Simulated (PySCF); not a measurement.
## C2H6N2Si2: core-level calculation

System: C2H6N2Si2.
Method: delta-SCF UKS PBE0, pcX-2 on the ionised atom, pcseg-1 elsewhere, spin-free X2C (PySCF 2.14.0).

Figures and captions count atoms from 1; the log counts them from 0 in places.

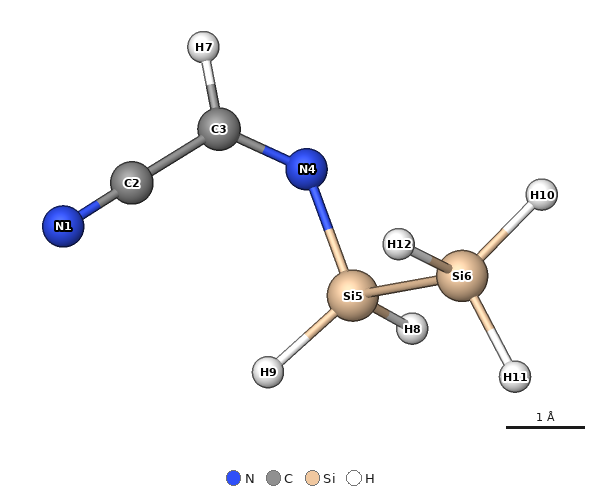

Figure 1. The input geometry (ball-and-stick view, seen at a tilt; atoms are numbered from 1 in the order of the input). Bond lengths as drawn: C–C 1.45 Å, C–H 1.10 Å, C–N 1.16 to 1.26 Å, H–Si 1.49 to 1.50 Å, N–Si 1.77 Å and Si–Si 2.35 Å.

## Key numbers

| quantity | value |
| --- | --- |
| outcome | converged |
| hardware | 1 CPU thread, shared host |
| wall time | 71 s |
| peak memory | 0.7 GiB |

## Input
```
{"job": {"kind": "xps", "xc": "PBE0"}, "charge": 0, "multiplicity": 1}
N      2.140119     1.460468    -1.784361
C      1.953602     0.845729    -0.819751
C      1.697719     0.075459     0.387693
N      0.749189    -0.746100     0.538094
Si    -0.550801    -1.191116    -0.571765
Si    -2.445674    -0.080154     0.252614
H      2.416258     0.265700     1.205205
H     -0.702027    -2.669830    -0.468940
H     -0.272578    -0.811273    -1.994359
H     -2.642594    -0.419315     1.693410
H     -3.650813    -0.494949    -0.528353
H     -2.247801     1.394342     0.110309
```

The first line tells a small driver script what to run in PySCF; the rest is the geometry in Å.

Launch command:
```bash
OMP_NUM_THREADS=1 python <driver script> task.json out
```

## What the program printed
```
ground state, core basis on atom 0 (N), 153 functions
  cycle   1  E = -768.89605156  |g| = 4.96e-01
  cycle   2  E = -768.67372624  |g| = 1.13e+00
  cycle   3  E = -768.95457041  |g| = 7.67e-02
  cycle   4  E = -768.95469197  |g| = 7.46e-02
  cycle   5  E = -768.95587416  |g| = 1.66e-02
  cycle   6  E = -768.95595340  |g| = 1.50e-03
  cycle   7  E = -768.95595611  |g| = 4.27e-04
  E(ground) = -768.95580985 Eh
hole in N 1s of atom 0
  cycle   1  E = -753.36256172  |g| = 1.85e+00
  cycle   2  E = -749.30845780  |g| = 2.73e+00
  cycle   3  E = -753.53498190  |g| = 8.55e-01
[... 9 cycles left out ...]
  E(ion) = -754.06927794 Eh   <S^2> = 0.7909   hole on atom = 1.000   binding energy = 405.083 eV
ground state, core basis on atom 1 (C), 153 functions
[... 6 cycles left out ...]
  E(ground) = -768.94868311 Eh
hole in C 1s of atom 1
[... 13 cycles left out ...]
  E(ion) = -758.21040539 Eh   <S^2> = 0.8006   hole on atom = 1.000   binding energy = 292.203 eV
ground state, core basis on atom 2 (C), 153 functions
[... 5 cycles left out ...]
  E(ground) = -768.94664422 Eh
hole in C 1s of atom 2
[... 12 cycles left out ...]
  E(ion) = -758.18592464 Eh   <S^2> = 0.7931   hole on atom = 1.000   binding energy = 292.814 eV
ground state, core basis on atom 3 (N), 153 functions
[... 5 cycles left out ...]
  E(ground) = -768.95695345 Eh
hole in N 1s of atom 3
[... 11 cycles left out ...]
  E(ion) = -754.09143291 Eh   <S^2> = 0.7819   hole on atom = 1.000   binding energy = 404.511 eV
ground state, core basis on atom 4 (Si), 164 functions
[... 7 cycles left out ...]
  E(ground) = -769.01071018 Eh
hole in Si 1s of atom 4
[... 10 cycles left out ...]
  E(ion) = -701.21787977 Eh   <S^2> = 0.7520   hole on atom = 1.000   binding energy = 1844.737 eV
hole in Si 2p of atom 4
[... 9 cycles left out ...]
  E(ion) = -765.07777501 Eh   <S^2> = 0.7530   hole on atom = 1.002   binding energy = 107.021 eV
  2p3/2 = 106.787 eV   2p1/2 = 107.403 eV
ground state, core basis on atom 5 (Si), 164 functions
[... 6 cycles left out ...]
  E(ground) = -769.00589437 Eh
hole in Si 1s of atom 5
[... 8 cycles left out ...]
  cycle   9  E = -701.22907454  |g| = 4.21e-04
  E(ion) = -701.22908173 Eh   <S^2> = 0.7520   hole on atom = 1.000   binding energy = 1844.301 eV
hole in Si 2p of atom 5
  cycle   1  E = -764.74926958  |g| = 1.22e+00
  cycle   2  E = -764.83438610  |g| = 8.79e-01
  cycle   3  E = -765.07885594  |g| = 1.10e-01
  cycle   4  E = -765.08339600  |g| = 8.30e-02
  cycle   5  E = -765.08579494  |g| = 4.37e-02
  cycle   6  E = -765.08668151  |g| = 9.75e-03
  cycle   7  E = -765.08672515  |g| = 3.30e-03
  cycle   8  E = -765.08672977  |g| = 1.04e-03
  cycle   9  E = -765.08673020  |g| = 3.12e-04
  E(ion) = -765.08675210 Eh   <S^2> = 0.7535   hole on atom = 1.002   binding energy = 106.645 eV
  2p3/2 = 106.430 eV   2p1/2 = 107.046 eV
```

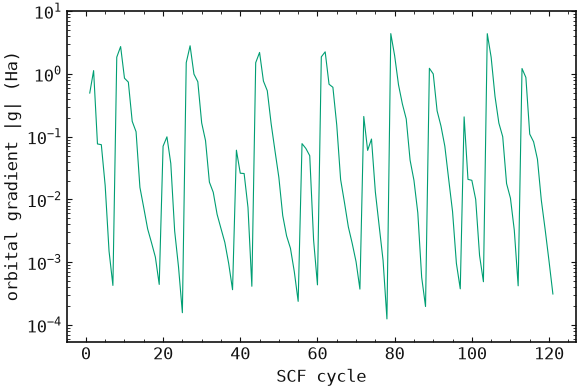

Figure 2. Convergence of the self-consistent field: orbital gradient |g| against the SCF cycle. All cycles printed in the log are drawn one after another.

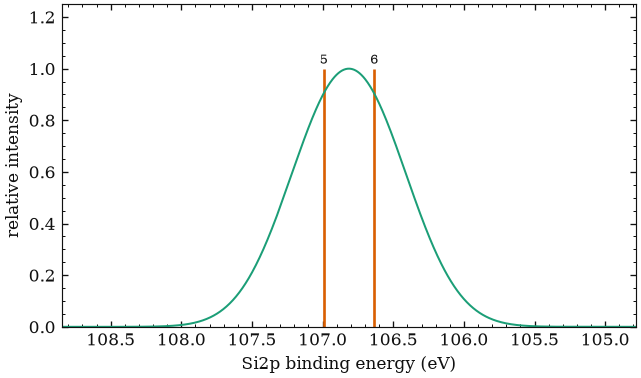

Figure 3. Si2p binding energies by ΔSCF of the atoms computed, labelled by atom number, with a Gaussian envelope of 0.8 eV full width. They run from 106.64 eV (atom 6) to 106.99 eV (atom 5).
